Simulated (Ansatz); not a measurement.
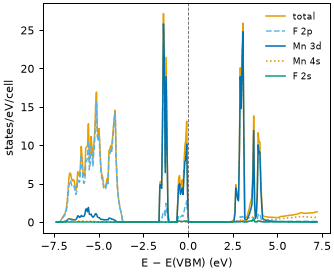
*Total and projected density of states of MnF2 (rutile, P4_2/mnm), the program Ansatz at the PBE level (PAW)*

**Question.** Which orbitals carry the states next to the gap?

**Answer.** Top 1 eV of the valence band: Mn 3d 80 %, F 2p 18 %. Bottom 1 eV of the conduction band: Mn 3d 93 %. Projections are on Löwdin-orthogonalised atomic valence shells; empty p or d shells of many metals are not among them.

**Question.** Where is the tallest occupied peak in this window, and what makes it?

**Answer.** Near -1.4 eV, about 27 states/eV per cell; the largest projected share is Mn 3d.

The PBE relaxation kept the symmetry of its start, as lowered by the spin order. The final state is antiferromagnetic, chosen from 5 collinear starts compared on coarse meshes (ties went to the first, and starts can fall back to one state), not a proven ground state. No Hubbard U is applied.

Potentials: the later of the program's two PAW sets.
